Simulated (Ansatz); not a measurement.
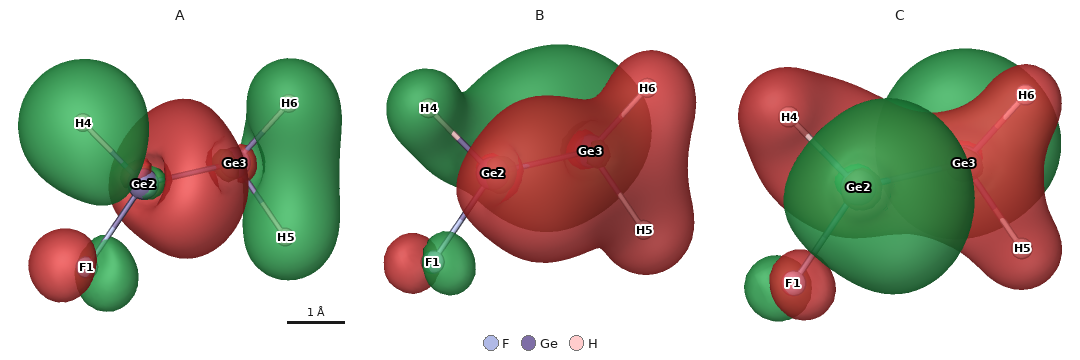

Figure 1: FGe2H3 (SMILES [F][GeH]=[GeH2]). Three frontier orbitals at ±0.08 Å⁻³ᐟ² (green and red are the two phases), in no order.

Geometry: BLYP-D3(BJ)/def2-SVP.

The calculation used isolated molecule in a Gaussian basis; Kohn-Sham density functional theory, functional PBE0 (Ansatz 0.2.0).

```xyz
6

F    -1.2598   -0.8653    2.3327
Ge   -0.9398    0.0055    0.8208
Ge   -2.5504   -0.1705   -0.9472
H    -0.3763    1.3820    1.3571
H    -2.7442   -1.7178   -1.1925
H    -1.6628    0.2731   -2.1812
```

**Which picture is the HOMO−1, the HOMO and the LUMO?**

A is the HOMO−1 (−8.89 eV). It lies mainly on Ge2 (about 35 %), Ge3 (about 30 %), H4 (about 20 %), F1 (about 10 %), H5 (about 5 %) and H6 (about 5 %). B is the HOMO (−6.77 eV). Its weight (Hirshfeld) is mainly on Ge3 (about 55 %) and Ge2 (about 30 %). C is the LUMO (−3.19 eV). By Hirshfeld shares it lies mainly on Ge2 (about 50 %) and Ge3 (about 35 %).

**What is the HOMO–LUMO gap?**

3.58 eV between the orbital energies.
